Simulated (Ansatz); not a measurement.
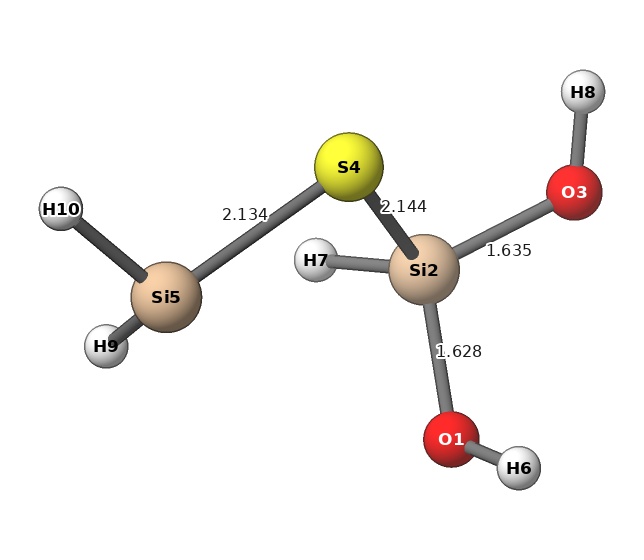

Bond lengths are marked in Å; every bond is drawn as one stick. State: neutral, doublet. The geometry was computed by an optimisation with PBE0-D4/def2-TZVP. No frequency run is at hand to confirm it as a minimum.

**Assign a bond order to each marked bond.**

O1–Si2 single; Si2–O3 single; Si2–S4 single; S4–Si5 single. This is one Lewis structure.

**Give the structure as SMILES.**

O[SiH](O)S[SiH2]
